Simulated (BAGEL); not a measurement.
# BGeH5 (SMILES [BH2][GeH3]): a chain of runs

We compute the energy (HF/def2-SV(P)), then the energy (NEVPT2(2,2)/def2-SV(P)), then the energy (CASPT2(2,2)/def2-SV(P)) of BGeH5. 

The calculation is run with BAGEL 1.2.2.

2 further runs of the same task are left out: 2 set aside as unsound or not needed.

### 1 The structure to begin with

BGeH5: 7 atoms, total charge 0, spin state singlet. SMILES: `[BH2][GeH3]`. One bond was lengthened or shortened from a relaxed shape.

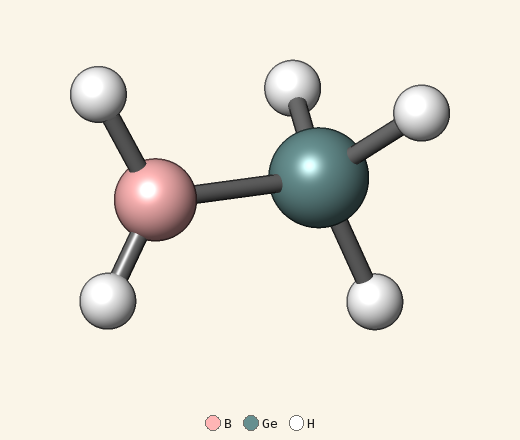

The structure, seen from a chosen angle (boron pink, germanium teal, hydrogen white).

### 2 A single-point energy at HF/def2-SV(P) (density fitting with svp-jkfit) (run 1)

calc.json reads:

```json
{ "bagel" : [

{
  "title" : "molecule",
  "basis" : "def2-sv_p_.json",
  "df_basis" : "svp-jkfit",
  "angstrom" : false,
  "geometry" : [
    { "atom" : "B", "xyz" : [  0.31235472, -2.14498466,  0.49396496 ] },
    { "atom" : "Ge", "xyz" : [  0.39058938,  1.64561697, -0.35924638 ] },
    { "atom" : "H", "xyz" : [ -1.97362996, -3.37240524,  0.59110633 ] },
    { "atom" : "H", "xyz" : [  2.18356153, -3.33456726,  0.91064957 ] },
    { "atom" : "H", "xyz" : [ -0.83773260,  2.08705700, -2.96480077 ] },
    { "atom" : "H", "xyz" : [ -1.21322118,  3.11979232,  1.57602214 ] },
    { "atom" : "H", "xyz" : [  3.04300897,  2.83160909, -0.41008002 ] }
  ]
},
{
  "title" : "hf"
},
{
  "title" : "print",
  "file" : "orbitals.molden",
  "orbitals" : true
}

]}
```

The basis set def2-SV(P) is read from a file made from the Basis Set Exchange's data (not shown).

Started as:

```sh
BAGEL_NUM_THREADS=1 BAGEL calc.json > calc.out
```

Output:

```text
* using 1 threads per process

  ===============================================================
  ===============================================================

  *** Geometry ***

  { "atom" : "B", "xyz" : [      0.312355,     -2.144985,      0.493965 ] },
  { "atom" : "Ge", "xyz" : [      0.390589,      1.645617,     -0.359246 ] },
  { "atom" : "H", "xyz" : [     -1.973630,     -3.372405,      0.591106 ] },
  { "atom" : "H", "xyz" : [      2.183562,     -3.334567,      0.910650 ] },
  { "atom" : "H", "xyz" : [     -0.837733,      2.087057,     -2.964801 ] },
  { "atom" : "H", "xyz" : [     -1.213221,      3.119792,      1.576022 ] },
  { "atom" : "H", "xyz" : [      3.043009,      2.831609,     -0.410080 ] },

  Number of auxiliary basis functions:      431

  Since a DF basis is specified, we compute 2- and 3-index integrals:
    o Being stored without compression. Storage requirement is 0.011 GB

  Number of basis functions:       56
  Number of electrons      :       42

    * METHOD: MOLECULE                             0.16

  *** RHF ***

  === Nuclear Repulsion ===
    94.2482789334

      * DIIS with orbital gradients will be used.

  === RHF iteration (def2-sv_p_.json) ===
      0      -2102.57000317          0.00948047           0.04
      1      -2102.60766211          0.00271575           0.04
      2      -2102.61110319          0.00076151           0.04
      3      -2102.61125946          0.00018027           0.04
      4      -2102.61127046          0.00006092           0.04
      5      -2102.61127219          0.00000897           0.04
      6      -2102.61127224          0.00000210           0.04
      7      -2102.61127225          0.00000023           0.04
      8      -2102.61127225          0.00000005           0.04
      9      -2102.61127225          0.00000001           0.04
    * SCF iteration converged.

    * Permanent dipole moment:
           (   -0.120549,     0.185569,    -0.052293) a.u.

    * METHOD: HF                                   0.52

    * METHOD: PRINT                                0.01

  ===============================================================
```

Run time: 0.81 s. Hardware: 1 thread of Arm Neoverse V1, shared host; peak memory 0.15 GiB.

### 3 A single-point energy at NEVPT2(2,2)/def2-SV(P) (density fitting with svp-jkfit) (run 2)

nevpt2.json reads:

```json
{ "bagel": [

{
  "title": "molecule",
  "basis": "def2-sv_p_.json",
  "df_basis": "svp-jkfit",
  "angstrom": "false",
  "geometry": [
    { "atom": "B", "xyz": [  0.31235472, -2.14498466,  0.49396496 ] },
    { "atom": "Ge", "xyz": [  0.39058938,  1.64561697, -0.35924638 ] },
    { "atom": "H", "xyz": [ -1.97362996, -3.37240524,  0.59110633 ] },
    { "atom": "H", "xyz": [  2.18356153, -3.33456726,  0.91064957 ] },
    { "atom": "H", "xyz": [ -0.83773260,  2.08705700, -2.96480077 ] },
    { "atom": "H", "xyz": [ -1.21322118,  3.11979232,  1.57602214 ] },
    { "atom": "H", "xyz": [  3.04300897,  2.83160909, -0.41008002 ] }
  ]
},
{ "title": "hf" },
{
  "title": "nevpt2",
  "nstate": 1,
  "nact": 2,
  "nclosed": 20,
  "nspin": 0,
  "active": [18, 27],
  "maxiter": 200,
  "natocc": "true",
  "ncore": 10
},
{ "title": "print", "file": "orbitals.molden", "orbitals": "true" }

]}
```

The basis set def2-SV(P) is read from a file made from the Basis Set Exchange's data (not shown).

Started as:

```sh
BAGEL_NUM_THREADS=1 BAGEL nevpt2.json > nevpt2.out
```

Output:

```text
* using 1 threads per process

  ===============================================================
  ===============================================================

  *** Geometry ***

  { "atom" : "B", "xyz" : [      0.312355,     -2.144985,      0.493965 ] },
  { "atom" : "Ge", "xyz" : [      0.390589,      1.645617,     -0.359246 ] },
  { "atom" : "H", "xyz" : [     -1.973630,     -3.372405,      0.591106 ] },
  { "atom" : "H", "xyz" : [      2.183562,     -3.334567,      0.910650 ] },
  { "atom" : "H", "xyz" : [     -0.837733,      2.087057,     -2.964801 ] },
  { "atom" : "H", "xyz" : [     -1.213221,      3.119792,      1.576022 ] },
  { "atom" : "H", "xyz" : [      3.043009,      2.831609,     -0.410080 ] },

  Number of auxiliary basis functions:      431

  Since a DF basis is specified, we compute 2- and 3-index integrals:
    o Being stored without compression. Storage requirement is 0.011 GB

  Number of basis functions:       56
  Number of electrons      :       42

    * METHOD: MOLECULE                             0.16

  *** RHF ***

  === Nuclear Repulsion ===
    94.2482789334

      * DIIS with orbital gradients will be used.

  === RHF iteration (def2-sv_p_.json) ===
      0      -2102.57000317          0.00948047           0.04
      1      -2102.60766211          0.00271575           0.04
      2      -2102.61110319          0.00076151           0.04
      3      -2102.61125946          0.00018027           0.04
      4      -2102.61127046          0.00006092           0.04
      5      -2102.61127219          0.00000897           0.04
      6      -2102.61127224          0.00000210           0.04
      7      -2102.61127225          0.00000023           0.04
      8      -2102.61127225          0.00000005           0.04
      9      -2102.61127225          0.00000001           0.04
    * SCF iteration converged.

    * Permanent dipole moment:
           (   -0.120549,     0.185569,    -0.052293) a.u.

    * METHOD: HF                                   0.53

    * freezing 10 orbitals
  ---------------------------
      CASSCF calculation
  ---------------------------

    ==== Active orbitals : =====
         Orbital 18
         Orbital 27
    ============================

    * nstate   :      1
    * nclosed  :     20
    * nact     :      2
    * nvirt    :     34
  === CASSCF iteration (def2-sv_p_.json) ===

    * Using the second-order algorithm

      0  0     -2102.61169667     1.29e-04      0.02

      1  0     -2102.61537998     6.27e-04      0.16

      2  0     -2102.62744758     9.89e-04      0.16

      3  0     -2102.62872778     1.73e-04      0.18

      4  0     -2102.62875251     4.16e-05      0.18

      5  0     -2102.62875303     9.50e-06      0.18

      6  0     -2102.62875305     2.08e-06      0.18

      7  0     -2102.62875305     4.45e-07      0.18

      8  0     -2102.62875305     9.40e-08      0.17

      9  0     -2102.62875305     1.97e-08      0.16

     10  0     -2102.62875305     4.13e-09      0.15

    * Second-order optimization converged. *

     guess   0:   closed 1.                   open ..

  === FCI iteration ===

      0  0     -2102.61104597     7.55e-02      0.00
      1  0     -2102.62875300     9.83e-05      0.00
      2  0 *   -2102.62875305     3.89e-16      0.00

     * ci vector, state   0, <S^2> = 0.0000
       2.     0.9931891271
       .2    -0.1165133376

  === DF-NEVPT2 calculation ===

    * 3-index integral transformation done
    * assembly done

      NEVPT2 correlation energy:   -0.2704921416      0.05

          (+0)     -0.2459774172
          (+0)'    -0.0056130272
          (+1)     -0.0021776660
          (+1)'    -0.0000000000
          (+2)     -0.0001122861
          (-1)     -0.0118832270
          (-1)'     0.0000000000
          (-2)     -0.0047285181

      NEVPT2 total energy:       -2102.8992451899

    * METHOD: NEVPT2                               1.92

    * METHOD: PRINT                                0.01

  ===============================================================
```

It took 2.8 s on 1 thread of Arm Neoverse V1, shared host; peak memory 0.15 GiB.

### 4 A single-point energy at CASPT2(2,2)/def2-SV(P) (density fitting with svp-jkfit) (run 3)

job.json reads:

```json
{ "bagel": [

{
  "title": "molecule",
  "basis": "def2-sv_p_.json",
  "df_basis": "svp-jkfit",
  "angstrom": false,
  "geometry": [
    { "atom": "B", "xyz": [     0.31235472,    -2.14498466,     0.49396496 ] },
    { "atom": "Ge", "xyz": [     0.39058938,     1.64561697,    -0.35924638 ] },
    { "atom": "H", "xyz": [    -1.97362996,    -3.37240524,     0.59110633 ] },
    { "atom": "H", "xyz": [     2.18356153,    -3.33456726,     0.91064957 ] },
    { "atom": "H", "xyz": [    -0.83773260,     2.08705700,    -2.96480077 ] },
    { "atom": "H", "xyz": [    -1.21322118,     3.11979232,     1.57602214 ] },
    { "atom": "H", "xyz": [     3.04300897,     2.83160909,    -0.41008002 ] }
  ]
},

{ "title": "hf" },

{ "title": "casscf", "nstate": 1, "nact": 2, "nclosed": 20, "active": [18, 27], "maxiter": 200, "natocc": true },

{ "title": "print", "file": "orbitals.molden", "orbitals": true },

{ "title": "smith", "method": "caspt2", "ms": true, "xms": true, "sssr": true, "shift": 0.2, "shift_imag": true, "ncore": 10 }

]}
```

The basis set def2-SV(P) is read from a file made from the Basis Set Exchange's data (not shown).

Started as:

```sh
BAGEL_NUM_THREADS=1 BAGEL job.json > job.out
```

Output:

```text
* using 1 threads per process

  ===============================================================
  ===============================================================

  *** Geometry ***

  { "atom" : "B", "xyz" : [      0.312355,     -2.144985,      0.493965 ] },
  { "atom" : "Ge", "xyz" : [      0.390589,      1.645617,     -0.359246 ] },
  { "atom" : "H", "xyz" : [     -1.973630,     -3.372405,      0.591106 ] },
  { "atom" : "H", "xyz" : [      2.183562,     -3.334567,      0.910650 ] },
  { "atom" : "H", "xyz" : [     -0.837733,      2.087057,     -2.964801 ] },
  { "atom" : "H", "xyz" : [     -1.213221,      3.119792,      1.576022 ] },
  { "atom" : "H", "xyz" : [      3.043009,      2.831609,     -0.410080 ] },

  Number of auxiliary basis functions:      431

  Since a DF basis is specified, we compute 2- and 3-index integrals:
    o Being stored without compression. Storage requirement is 0.011 GB

  Number of basis functions:       56
  Number of electrons      :       42

    * METHOD: MOLECULE                             0.16

  *** RHF ***

  === Nuclear Repulsion ===
    94.2482789334

      * DIIS with orbital gradients will be used.

  === RHF iteration (def2-sv_p_.json) ===
      0      -2102.57000317          0.00948047           0.04
      1      -2102.60766211          0.00271575           0.04
      2      -2102.61110319          0.00076151           0.04
      3      -2102.61125946          0.00018027           0.04
      4      -2102.61127046          0.00006092           0.04
      5      -2102.61127219          0.00000897           0.04
      6      -2102.61127224          0.00000210           0.04
      7      -2102.61127225          0.00000023           0.04
      8      -2102.61127225          0.00000005           0.04
      9      -2102.61127225          0.00000001           0.04
    * SCF iteration converged.

    * Permanent dipole moment:
           (   -0.120549,     0.185569,    -0.052293) a.u.

    * METHOD: HF                                   0.53

  ---------------------------
      CASSCF calculation
  ---------------------------

    ==== Active orbitals : =====
         Orbital 18
         Orbital 27
    ============================

    * nstate   :      1
    * nclosed  :     20
    * nact     :      2
    * nvirt    :     34
  === CASSCF iteration (def2-sv_p_.json) ===

    * Using the second-order algorithm

      0  0     -2102.61169667     1.29e-04      0.01

      1  0     -2102.61537998     6.27e-04      0.16

      2  0     -2102.62744758     9.89e-04      0.16

      3  0     -2102.62872778     1.73e-04      0.18

      4  0     -2102.62875251     4.16e-05      0.18

      5  0     -2102.62875303     9.50e-06      0.18

      6  0     -2102.62875305     2.08e-06      0.17

      7  0     -2102.62875305     4.45e-07      0.18

      8  0     -2102.62875305     9.40e-08      0.17

      9  0     -2102.62875305     1.97e-08      0.16

     10  0     -2102.62875305     4.13e-09      0.15

    * Second-order optimization converged. *

     guess   0:   closed 1.                   open ..

  === FCI iteration ===

      0  0     -2102.61104597     7.55e-02      0.00
      1  0     -2102.62875300     9.83e-05      0.00
      2  0 *   -2102.62875305     3.89e-16      0.00

     * ci vector, state   0, <S^2> = 0.0000
       2.     0.9931891271
       .2    -0.1165133376

    * METHOD: CASSCF                               1.80

    * METHOD: PRINT                                0.01

  === SMITH program ===

    * freezing 10 orbitals

    * Approximate memory requirement for SMITH calulation per MPI process:
      o Storage requirement for T-amplitude, lambda, and residual is 0.00 GB
      o Storage requirement for MO integrals is 0.00 GB
    * Calculating and saving rdm4f

    * Zeroth order energy : state  0       -0.9774591634

    * CASPT2 iteration is performed using orthogonal basis

      -------------------------------------------  CASPT2 iteration  ---------------------------------------------------
       #      aibj      arbs      arbi      airj      risj      airs      arst      rist         Etot      error   time
      ------------------------------------------------------------------------------------------------------------------

       0  -0.24521  -0.00595  -0.01214  -0.00255  -0.00018  -0.00487  -0.00000  -0.00000   -0.2708966  0.0013728   0.02
       1  -0.24539  -0.00599  -0.01218  -0.00263  -0.00020  -0.00502   0.00000  -0.00000   -0.2714203  0.0002599   0.02
       2  -0.24540  -0.00599  -0.01219  -0.00264  -0.00020  -0.00502  -0.00000  -0.00000   -0.2714393  0.0000541   0.02
       3  -0.24539  -0.00599  -0.01219  -0.00264  -0.00020  -0.00502   0.00000  -0.00000   -0.2714400  0.0000119   0.02
       4  -0.24539  -0.00599  -0.01219  -0.00264  -0.00020  -0.00502   0.00000  -0.00000   -0.2714400  0.0000025   0.02
       5  -0.24539  -0.00599  -0.01219  -0.00264  -0.00020  -0.00502  -0.00000  -0.00000   -0.2714400  0.0000004   0.02

      ------------------------------------------------------------------------------------------------------------------

    * CASPT2 energy : state  0    -2102.9016975784
        w/o shift correction      -2102.9001930842
        reference weight              0.9214602671

    * METHOD: SMITH                                0.23

  ===============================================================
```

Wall time 2.9 s (1 thread of Arm Neoverse V1, shared host); peak memory 0.15 GiB.

### 5 What came out

| quantity | value |
| --- | --- |
| run 1, HF/def2-SV(P): total energy | -2102.61127 Eh |
| run 1, HF/def2-SV(P): dipole moment | 0.58 D |
| run 1, HF/def2-SV(P): HOMO energy | -11.29 eV |
| run 1, HF/def2-SV(P): LUMO energy | 1.16 eV |
| run 1, HF/def2-SV(P): HOMO–LUMO gap | 12.45 eV |
| run 2, NEVPT2(2,2)/def2-SV(P): total energy | -2102.89925 Eh |
| run 3, CASPT2(2,2)/def2-SV(P): total energy | -2102.90170 Eh |
